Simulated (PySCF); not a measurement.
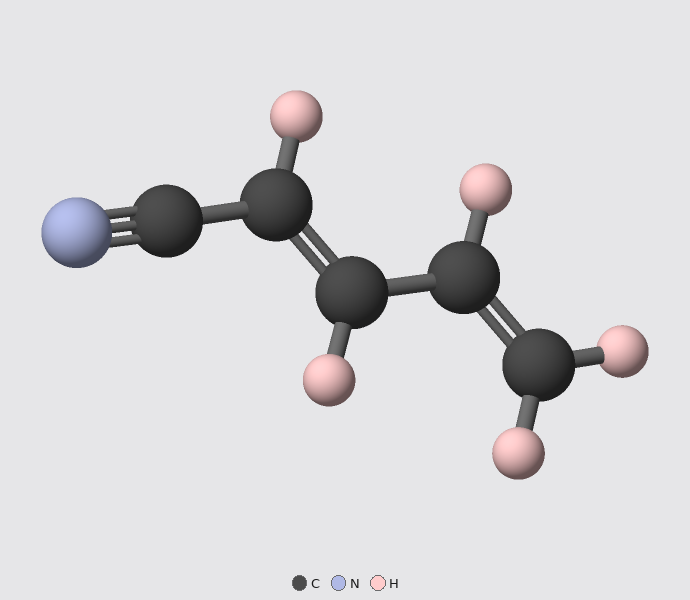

Multiple sticks mark multiple bonds (one Kekulé form).

Computed geometry: PBE0-D3(BJ)/def2-TZVP optimisation. No frequency run is at hand to confirm it as a minimum.

Identify the structure.

The molecule is C5H5N. Its SMILES string is `C=C/C=C/C#N`. It has no ring. Among its groups: nitrile, alkene. The point group is Cs. All atoms lie on one plane. Coordination: 4 C trigonal planar; 1 C linear.

The parts below concern this one geometry. Atoms keep their numbers from picture to picture.

### Geometry

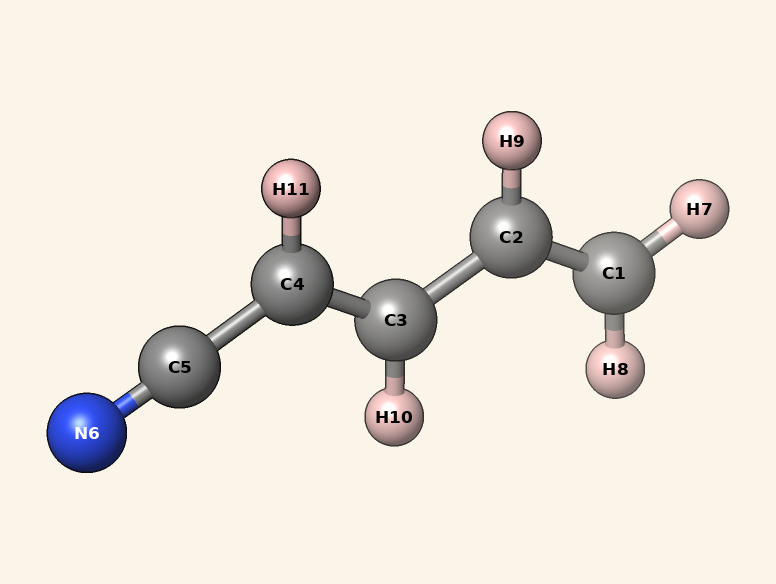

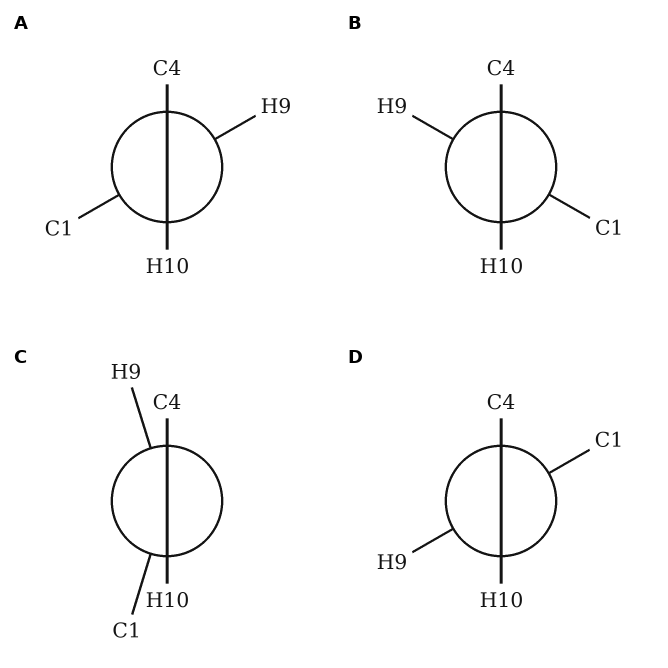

Depth is shown by fading: the farther an atom, the more it takes the colour of the background. Bonds that would overlap in a projection are set slightly apart. No frequency run is at hand to confirm it as a minimum.

Which Newman projection shows the view along C3–C2, with C3 in front?

C. The torsion angle C4–C3–C2–C1 is 180°, antiperiplanar (anti).

### Dipole moment

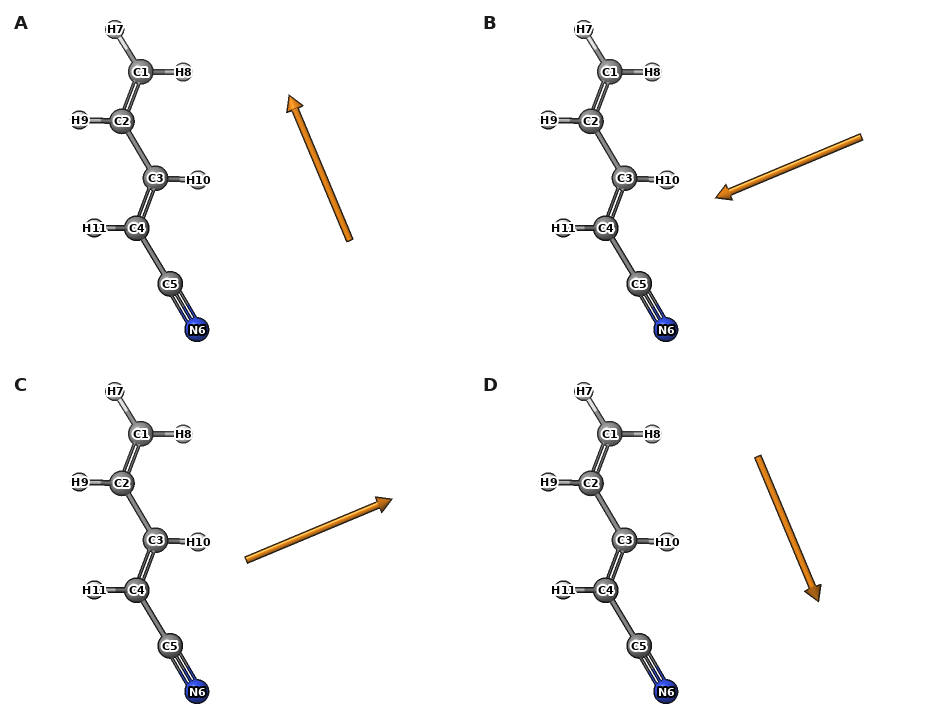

The same molecule four times, each with an arrow. No frequency run is at hand to confirm it as a minimum. Level of theory: PBE0/pcSseg-2, gas phase (PySCF 2.14.0).

Which arrow points along the dipole moment, from the negative to the positive end?

A. The dipole moment is 4.78 D; it points from the side of N6 to the side of H7 (the outermost atoms at the two ends).

### Quadrupole coupling

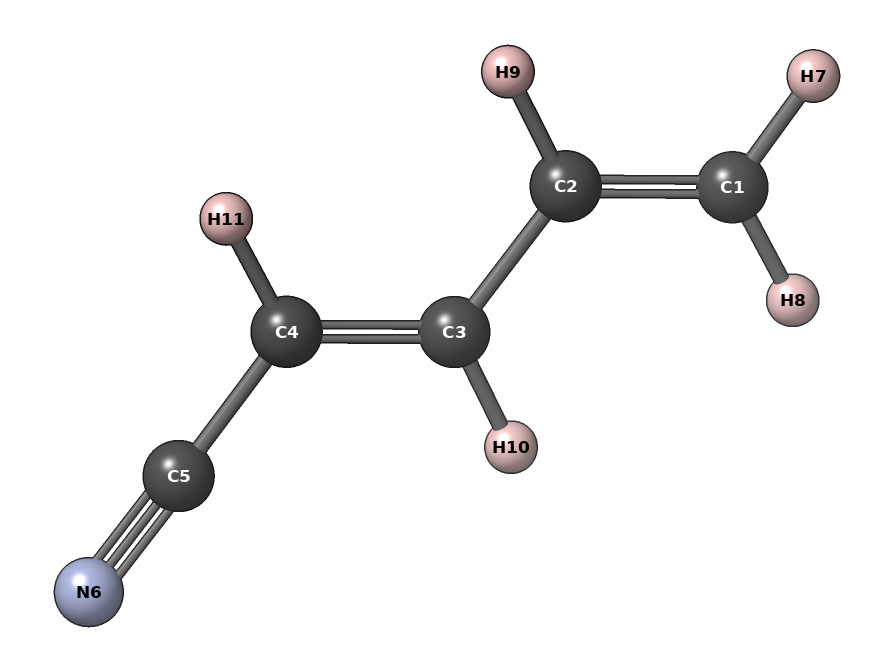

No frequency run is at hand to confirm it as a minimum. Electric field gradients from the ground-state density, PBE0/pcSseg-2 (PySCF 2.14.0), non-relativistic apart from any core potentials.

Give the largest field-gradient component, the quadrupole coupling constant and the asymmetry for 14N at N6 (Q = 20.44 mb), 2H at H7 (Q = 2.86 mb), 2H at H8 (Q = 2.86 mb), 2H at H9 (Q = 2.86 mb), 2H at H10 (Q = 2.86 mb).

| atom | V_zz (a.u.) | e²qQ/h (MHz) | η |
| --- | --- | --- | --- |
| N6 | −0.978 | −4.69 | 0.06 |
| H7 | 0.298 | 0.200 | 0.04 |
| H8 | 0.294 | 0.198 | 0.05 |
| H9 | 0.288 | 0.194 | 0.07 |
| H10 | 0.285 | 0.192 | 0.05 |

### Excitation

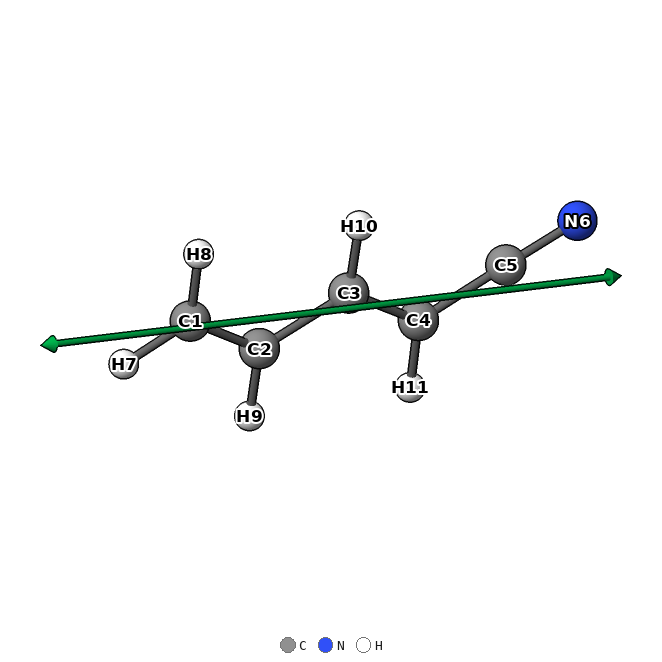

The double arrow shows the direction of the transition dipole to excited singlet state 1 (its length means nothing). No frequency run is at hand to confirm it as a minimum. Level of theory: TDDFT PBE0/aug-cc-pVTZ, vertical, gas phase, core orbitals frozen in the response (PySCF 2.14.0).

How is the transition polarised?

In the molecular plane, close to the long direction C1···N6.

Where does the transition lie, and how strong is it?

5.13 eV (242 nm), oscillator strength 0.81, mainly HOMO → LUMO (weight 0.96); transition dipole 6.46 D.

### Polarisability

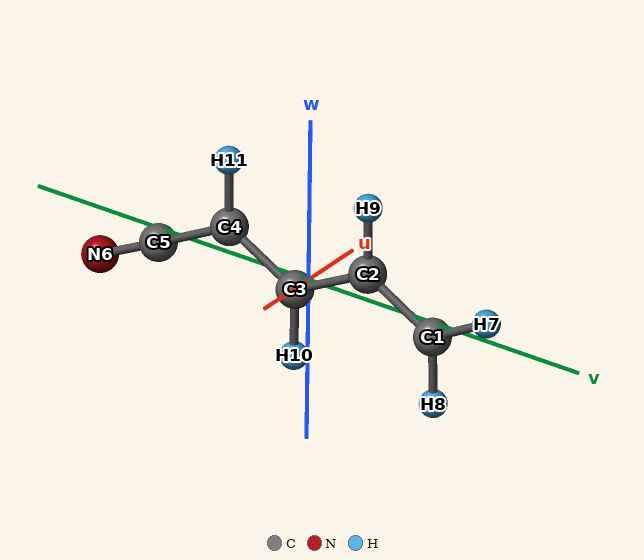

The lines u, v and w are the principal axes of the static dipole polarisability. No frequency run is at hand to confirm it as a minimum. Computed with PBE0/aug-cc-pVTZ (PySCF 2.14.0).

Along which axis is the molecule most polarisable, and along which least?

Most along v (in the molecular plane, close to the long direction C1···N6), least along u (normal to the molecular plane).

Give the three principal values.

u 42.5, v 131.4, w 56.3 bohr³; mean 76.7, anisotropy 82.9 bohr³.
